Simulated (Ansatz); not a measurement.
**Debugging a many-body input for CsCu2I3 (Cmcm)**

A first try at the G0W0 gap of CsCu2I3 (Cmcm), what the program said, and an input that works.

Program: Ansatz 0.2.0. Level of theory: G0W0 on r2SCAN, plane waves, PAW. Results are calculated unless marked as measured.

In doubt: one-shot GW on d or f shells is unsure, so the values of those runs are not to be relied on.

**1. The starting structure**

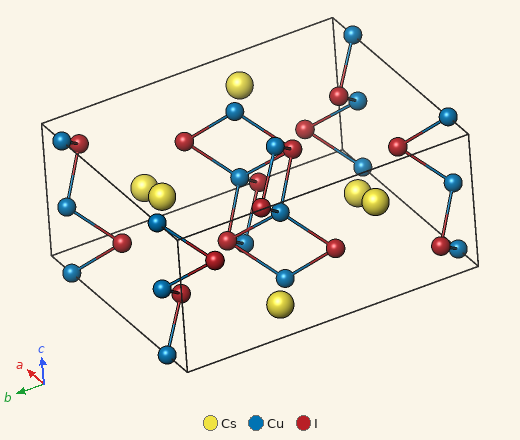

Start, viewed from a free direction; caesium yellow, copper blue, iodine red. This picture shows the conventional cell, with its axes. Some periodic images of atoms are drawn too.

The cell and positions come from the Crystallography Open Database and are kept as given unless a step says otherwise. Spin-orbit coupling is left out unless a step names it. The default PAW set here is soft_2. Its files were made with PBE.

**2. First try**

Input file input.yaml:

```yaml
crystal:
  lattice:
    - [5.27395, -6.58625, 0.0]
    - [5.27395, 6.58625, 0.0]
    - [0.0, 0.0, 6.09718]
  atoms:
    - { symbol: Cs, position: [0.3278, 0.6722, 0.25] }
    - { symbol: Cs, position: [0.6722, 0.3278, 0.75] }
    - { symbol: Cu, position: [0.851, 0.851, 0.0] }
    - { symbol: Cu, position: [0.149, 0.149, 0.5] }
    - { symbol: Cu, position: [0.149, 0.149, 0.0] }
    - { symbol: Cu, position: [0.851, 0.851, 0.5] }
    - { symbol: I, position: [0.8796, 0.1204, 0.25] }
    - { symbol: I, position: [0.1204, 0.8796, 0.75] }
    - { symbol: I, position: [0.836, 0.598, 0.25] }
    - { symbol: I, position: [0.164, 0.402, 0.75] }
    - { symbol: I, position: [0.598, 0.836, 0.75] }
    - { symbol: I, position: [0.402, 0.164, 0.25] }
kpoints:
  mp_grid: { grid: [2, 2, 2] }
hamiltonian:
  xc: r2scan
scf:
  occupations: { method: fixed }
gw:
  n_empty_bands: 4
  ecut_chi: 40
  qp_bands: [v4, c4]
  qp_kpoints: band_edges
  screening: { model: contour_deformation }
```

Command:

```sh
> ansatz run input.yaml --threads 24 --pin off --max-ram 82944MiB --backend cuda --events-out ev --progress --plain --runs-dir out --devices 1 --max-vram 78GiB
```

Numbers of over 12 decimals in the logs are rounded to 6 here.

The log of the run:

```text
GPUs: using 1 of 1 available (devices: 1).
Engine: ansatz 0.2.0, aarch64-unknown-linux-gnu
Pseudopotentials: kind: paw
Pseudopotential: Cs, paw, valence charge 9, recommended cutoff 500 eV (meta_gga), Cs.paw.azcp
Pseudopotential: Cu, paw, valence charge 19, recommended cutoff 500 eV (meta_gga), Cu.paw.azcp
Pseudopotential: I, paw, valence charge 17, recommended cutoff 500 eV (meta_gga), I.paw.azcp
Functional definition: r2SCAN
  parameter k0 = 0.174
  parameter k1 = 0.065
  parameter a1 = 4.9479
  exchange = r2scan_x(k0 = k0, k1 = k1, a1 = a1)
  correlation = r2scan_c
[...]
Crystal: 12 atoms, lattice volume = 423.578 Å³
Basis set: ecut = 500 eV, 10765 PW (Γ), exchange–correlation on 256×256×180 points (64 copies of the dense FFT grid, shifted against one another)
Bands: 118, of which v1, the nominal top of the filled ones, is band 98 counted from 1 (97 counted from 0)
Symmetry: 8 space group operations
Space group: Cmcm (ITA 63), of the structure as read, at distance tolerance 7.5e-5 Å
k-points: 6 of 8
Non-local potential: Cs, projectors of the file, l = 0: 3, l = 1: 2, l = 2: 2, l = 3: 2
Non-local potential: Cu, projectors of the file, l = 0: 3, l = 1: 2, l = 2: 3, l = 3: 1
Non-local potential: I, projectors of the file, l = 0: 2, l = 1: 2, l = 2: 2, l = 3: 2
PAW form: soft (Blöchl's): semilocal exchange-correlation on the pseudo side does not see the compensation charge
PAW frozen core: Cs, regenerated for the run's functional (the file was generated under x = pbe(κ = 0.804, μ = 0.219515), c = pbe(β = 0.066725))
PAW frozen core: Cu, regenerated for the run's functional (the file was generated under x = pbe(κ = 0.804, μ = 0.219515), c = pbe(β = 0.066725))
PAW frozen core: I, regenerated for the run's functional (the file was generated under x = pbe(κ = 0.804, μ = 0.219515), c = pbe(β = 0.066725))
PAW one-centre angular grid: Cs, 302 points (default); XC on 160 Gauss nodes
PAW one-centre angular grid: Cu, 590 points (default); XC on 160 Gauss nodes
PAW one-centre angular grid: I, 590 points (default); XC on 160 Gauss nodes
Initial density: superposition of atomic densities (neutral atoms: chi_scale 0, normalization atom), corrected by the library's trained network
Initial wavefunctions: pseudopotential atomic-orbital guess
[...]
Functional: x = r2scan, c = r2scan; τ floored in thin density (d = 2e-4 eV/Å³)
SCF iter   1: F=—  HF=-83073.777029 eV  |F-HF|=—  |Δ(HF+E_count)|=         —  Δρ=1.66e-2  dr2=6.99e-1  dr2_τ=7.73e-3  ethr=1.77e-3  ⟨swp⟩=5.3  Hψ=2276  notcnv=0  defer=100
preconditioner: auto → Resta (q_TF=auto, 2.399 Å⁻¹)  ε∞=4.5  [insulator: Δε(μ)=2.711 eV  Ē_g=9.651 eV  n_scr=96 (ndim 8)  ℏωp=18.0 eV  f_vac=0.164  ε∞_Penn≈4.5]
SCF iter   2: F=—  HF=-83073.789062 eV  |F-HF|=—  |Δ(HF+E_count)|=   1.20e-2  Δρ=9.58e-3  dr2=2.35e-1  dr2_τ=5.90e-3  ethr=3.57e-4  ⟨swp⟩=3.0  Hψ=1444  notcnv=0  defer=107
SCF iter   3: F=—  HF=-83073.697389 eV  |F-HF|=—  |Δ(HF+E_count)|=   9.17e-2  Δρ=3.53e-3  dr2=3.47e-2  dr2_τ=4.17e-4  ethr=1.20e-4  ⟨swp⟩=2.0  Hψ=1229  notcnv=0  defer=103
SCF iter   4: F=—  HF=-83073.692504 eV  |F-HF|=—  |Δ(HF+E_count)|=   4.88e-3  Δρ=4.16e-4  dr2=8.66e-4  dr2_τ=5.23e-5  ethr=1.77e-5  ⟨swp⟩=2.0  Hψ=948  notcnv=0  defer=108
SCF iter   5: F=—  HF=-83073.692924 eV  |F-HF|=—  |Δ(HF+E_count)|=   4.20e-4  Δρ=1.73e-4  dr2=1.43e-4  dr2_τ=5.19e-6  ethr=4.42e-7  ⟨swp⟩=2.0  Hψ=946  notcnv=0  defer=108
SCF iter   6: F=—  HF=-83073.692979 eV  |F-HF|=—  |Δ(HF+E_count)|=   5.54e-5  Δρ=6.80e-5  dr2=1.42e-5  dr2_τ=2.93e-7  ethr=7.31e-8  ⟨swp⟩=2.0  Hψ=922  notcnv=0  defer=108
SCF iter   7: F=—  HF=-83073.692983 eV  |F-HF|=—  |Δ(HF+E_count)|=   3.68e-6  Δρ=2.27e-5  dr2=1.97e-6  dr2_τ=1.45e-8  ethr=7.25e-9  ⟨swp⟩=2.0  Hψ=918  notcnv=0  defer=108
SCF iter   8: F=—  HF=-83073.692983 eV  |F-HF|=—  |Δ(HF+E_count)|=   1.40e-7  Δρ=4.34e-6  dr2=1.12e-7  dr2_τ=4.02e-9  ethr=1.00e-9  ⟨swp⟩=2.0  Hψ=1054  notcnv=0  defer=108
SCF iter   9: F=-83073.692983 eV  HF=-83073.692983 eV  |F-HF|=1.28e-9  |Δ(HF+E_count)|=   7.82e-8  Δρ=1.75e-6  dr2=1.41e-8  dr2_τ=1.01e-10  ethr=5.10e-11  ⟨swp⟩=15.5  Hψ=3821  notcnv=0
SCF 1 converged in 9 iterations: F = -83073.692983 eV  dr2 = 1.41e-8
[...]
SCF converged after 9 iterations
[...]
--- G₀W₀: contour deformation, 6 samples at zero and on the imaginary axis and 1 off it, 8 q-points, 4 empty bands' worth ---
  eigenvalues of the whole cell's RPA ε∞ on this k-mesh (on a slab, of 1 + 4πα/V) = 2.1763, 2.1769, 2.1856; static W/v taken at q = 0 is 0.458895
  gw.qp_kpoints: band_edges: 6 of 6 stored k-points solved, in 1 pass; an edge of the gap read off the rows below is read off those points alone
  `?` marks the rows in doubt; gw_qp.tsv's column doubts and the gw_qp event give each row's grounds
    ik  band        ε_KS         Σx   Σc(E_QP)       V_xc       Z   E_QP_lin       E_QP  E_QP is
     0    95      5.5798   -36.1750     4.2617   -29.5896  0.7340     2.8214     3.2562  root ?
     0    96      6.0319   -32.4423     3.3812   -27.0039  0.7679     3.7386     3.9747  root ?
     0    97      6.0570   -35.6486     3.7878   -29.6028  0.7552     3.4617     3.7990  root ?
     0    98      6.2437   -34.9115     3.5746   -29.1507  0.7649     3.7743     4.0575  root ?
     0    99      8.7399    -6.8001    -1.4875   -10.6903  0.8771    11.4422    11.1427  root ?
     0   100      9.5652    -7.9189    -1.0770   -11.1944  0.8884    11.9368    11.7638  root ?
     0   101      9.6592    -7.8597    -1.5912   -11.8778  0.8645    12.4338    12.0861  root ?
     0   102      9.6776    -8.5271    -1.5833   -12.8665  0.8609    12.6938    12.4338  root ?
     1    95      5.8566   -37.3289     4.2494   -30.7210  0.7389     3.0582     3.4981  root ?
     1    96      5.8566   -37.3289     4.2494   -30.7210  0.7389     3.0582     3.4981  root ?
     1    97      5.8869   -37.6305     4.2556   -31.0146  0.7394     3.0877     3.5265  root ?
     1    98      5.8869   -37.6305     4.2556   -31.0146  0.7394     3.0877     3.5265  root ?
     1    99      9.3608    -7.3104    -1.6043   -11.3556  0.8685    12.1617    11.8018  root ?
     1   100      9.3608    -7.3104    -1.6043   -11.3556  0.8685    12.1617    11.8018  root ?
[...]
5    98      5.9314   -37.9622     4.2421   -31.3416  0.7408     3.1026     3.5530  root ?
     5    99     10.4051    -7.9325    -1.7106   -12.4676  0.8608    13.5598    13.2296  root ?
     5   100     10.4051    -7.9325    -1.7106   -12.4676  0.8608    13.5598    13.2296  root ?
     5   101     10.5910    -8.5749    -1.7799   -13.2309  0.8589    13.8403    13.4672  root ?
     5   102     10.5910    -8.5749    -1.7799   -13.2309  0.8589    13.8403    13.4672  root ?
```

Run time: 4 s. Hardware: 1 × NVIDIA GB200 (shared by 2 runs) with 24 threads of Arm Neoverse V2, shared host; peak memory 2 GiB; 13 s of CPU time.

Q: What is the fault?

The run ended normally, though the input holds a fault or crude settings.

The fault: four empty bands in G0W0. The sums over empty states are cut off almost at the gap, so screening and correlation are far from complete.

It printed a gap of 7.09 eV, which is an artefact of the settings.

**3. A better input**

Now the one-shot GW correction: screening in the RPA, then the self-energy of the levels asked for.

input.yaml: that of step 2 with these lines changed.

```diff
@@ -25,4 +25,4 @@
 gw:
-  n_empty_bands: 4
-  ecut_chi: 40
+  n_empty_bands: 447
+  ecut_chi: 60
   qp_bands: [v4, c4]
```

The log of the run:

```text
GPUs: using 1 of 1 available (devices: 1).
[...]
Crystal: 12 atoms, lattice volume = 423.578 Å³
Basis set: ecut = 500 eV, 10765 PW (Γ), exchange–correlation on 256×256×180 points (64 copies of the dense FFT grid, shifted against one another)
Bands: 118, of which v1, the nominal top of the filled ones, is band 98 counted from 1 (97 counted from 0)
[... 1 set-up line as in the run before ...]
[...]
k-points: 6 of 8
[...]
SCF iter   1: F=—  HF=-83073.777029 eV  |F-HF|=—  |Δ(HF+E_count)|=         —  Δρ=1.66e-2  dr2=6.99e-1  dr2_τ=7.73e-3  ethr=1.77e-3  ⟨swp⟩=5.3  Hψ=2276  notcnv=0  defer=100
[...]
SCF iter   9: F=-83073.692983 eV  HF=-83073.692983 eV  |F-HF|=1.28e-9  |Δ(HF+E_count)|=   7.82e-8  Δρ=1.75e-6  dr2=1.41e-8  dr2_τ=1.01e-10  ethr=5.10e-11  ⟨swp⟩=15.5  Hψ=3821  notcnv=0
SCF 1 converged in 9 iterations: F = -83073.692983 eV  dr2 = 1.41e-8
[...]
SCF converged after 9 iterations
[...]
bands read: the sum over 545 bands ends inside a degenerate multiplet in 3 slots, whose members it reads at an even weight; the widest, k=1: bands 545 to 546 (counted from 1) at 1/2 each
[...]
0    95      5.5798   -36.1750     5.8325   -29.5896  0.7223     4.8137     4.8270  root
     0    96      6.0319   -32.4423     4.7685   -27.0039  0.7447     5.3534     5.3621  root
     0    97      6.0570   -35.6486     5.3621   -29.6028  0.7344     5.3636     5.3732  root
     0    98      6.2437   -34.9115     5.1057   -29.1507  0.7402     5.5803     5.5886  root
     0    99      8.7399    -6.8001    -3.4124   -10.6903  0.8234     9.2204     9.2177  root
     0   100      9.5652    -7.9189    -2.8655   -11.1944  0.8188     9.9773     9.9753  root
     0   101      9.6592    -7.8597    -3.3144   -11.8778  0.8111    10.3694    10.3629  root
     0   102      9.6776    -8.5271    -3.4922   -12.8665  0.8072    10.5344    10.5248  root
[...]
5    99     10.4051    -7.9325    -3.7087   -12.4676  0.8056    11.2419    11.2314  root
     5   100     10.4051    -7.9325    -3.7087   -12.4676  0.8056    11.2419    11.2314  root
     5   101     10.5910    -8.5749    -3.7630   -13.2309  0.8016    11.4968    11.4840  root
     5   102     10.5910    -8.5749    -3.7630   -13.2309  0.8016    11.4968    11.4840  root
```

Run time: 8.5 s. Hardware: 1 × NVIDIA GB200 (shared by 2 runs) with 24 threads; peak memory 3.1 GiB.

Numbers from this step:

```
bands summed                                 : 545
RPA ε∞ on this mesh (eigenvalues)            : 3.807, 3.884, 3.940
plane waves in the screening matrix          : 461
q-points in the mesh                         : 8
G0W0 gap on the mesh                         : 3.629 eV
k of the valence top                         : 0, 0, 0
k of the conduction bottom                   : 0, 0, 0
starting gap on the mesh                     : 2.496 eV
Z at the valence top                         : 0.7402
Z at the conduction bottom                   : 0.8234
least direct G0W0 gap on the computed points : 3.629 eV
```

The gap on the mesh goes from 2.50 eV to 3.63 eV, a correction of +1.13 eV. Between the two edge states, bare exchange in place of the xc potential would open the gap by 9.65 eV, and correlation takes back 8.52 eV.

**4. Outcome**

| Property | Result |
| --- | --- |
| first try | converged after 4 s |
| better run | G0W0 gap on the mesh 3.63 eV (2×2×2 mesh, 447 empty bands, screening to 60 eV) |

What this shows: The second run differs in: empty bands and screening cutoff (eV). Bands and cutoff are finite, so the gap is not at the basis limit. The miss can reach some tenths of an eV and take either sign; the mesh is an error of its own. The 2×2×2 mesh is coarse for this cell (its supercell is 12 Å along the shortest edge). The RPA ε∞ on it, from the r2SCAN start, is 3.81, 3.88 and 3.94; such meshes misread the long-range screening, most where the gap is narrow. A d shell, filled or nearly so, lies near the gap. One-shot GW converges very slowly in bands there, not always from below, and on a semilocal start the gap tends to come out low; starts rich in exact exchange can overshoot instead. The many-body steps are scalar-relativistic: spin-orbit coupling is not in them.

[Paths, hosts, dates, memory and timing lines, banners, echoed tables and standing remarks are left out of the program output.]

[Logs are printed without paths, hosts, clocks, repeated set-up lines and the standing remarks that a program may print on its own settings, such as how far it seeks lower states.]

[Runs of the session that timed out or met a known fault of the program may be left out.]

[Cells called generated may have been cut or substituted from an entry of the Crystallography Open Database or the Materials Project.]

[Hosts, paths, dates, database ids (printed as entryN), source tags and the programs' standing remarks are cut or masked in the printed files.]
